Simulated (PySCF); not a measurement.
Ge(CF3)(H)3, CH3F3Ge, SMILES F[C](F)(F)[GeH3] at its B3LYP/def2-SVP optimised geometry (Å):

```
8

Ge    -0.4891    -0.3076     0.0000
C     -1.0950    -1.1951    -1.6952
F     -0.6306    -2.4571    -1.7865
F     -0.6643    -0.5296    -2.7851
F     -2.4392    -1.2564    -1.7698
H     -1.0467    -1.1236     1.1759
H     -1.0470     1.1236     0.0000
H      1.0470    -0.3076     0.0000
```

Method: B3LYP/def2-TZVP in PySCF.

Map of the electrostatic potential (hartree/e), clipped to [-0.08, 0.12] on the plane z = 1.2 Å:

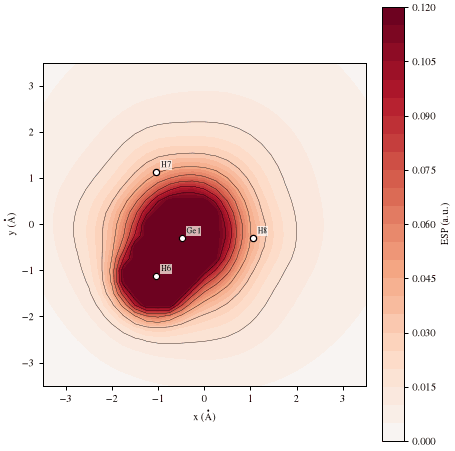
*Electrostatic potential (hartree/e), clipped to [-0.08, 0.12] on the plane z = 1.2 Å.*
